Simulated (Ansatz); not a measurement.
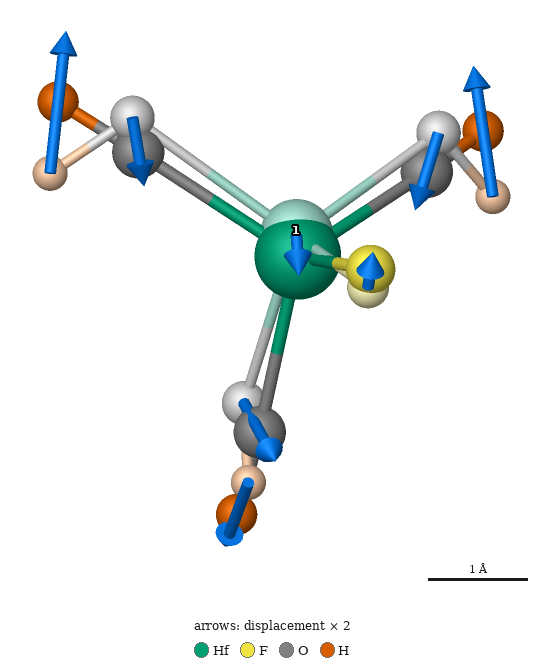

This is a relaxation of HfH₃O₃F. The starting structure is drawn faded, the final one solid; blue arrows show the displacements, 2 times their true length. The two geometries are superimposed by the best rigid fit.

Style: ball-and-stick. Shown at a tilt.

The run prepares the start of a later molecular dynamics calculation, from a guessed geometry.

Level of theory: Ansatz 0.2.0, RKS PBE-D4/def2-SVP. Set-up: no spin polarisation; force threshold 0.02 eV/Å; at most 40 steps.

> What happened in the run?

The energy falls by 76.2 kJ/mol in 9 geometry steps. Largest force component: 2.1 eV/Å at the start, 0.0016 eV/Å at the end. The forces were under the threshold at step 7, but the run went on from there. The atom that moves furthest after the best rigid fit is an H atom (0.73 Å). By element the largest moves are H 0.73 Å, O 0.62 Å, Hf 0.23 Å, F 0.22 Å. Near-neighbour distances that change, for instance: Hf–O 2.070 → 1.935 Å, H–O 1.010 → 0.964 Å, F–Hf 1.980 → 1.938 Å. Among the angles between lasting bonds that change: Hf–O–H 109.5° → 172.8°. Cost: 24 s on 2 threads of Arm Neoverse V1, with other jobs on the host, peak memory 0.14 GiB.
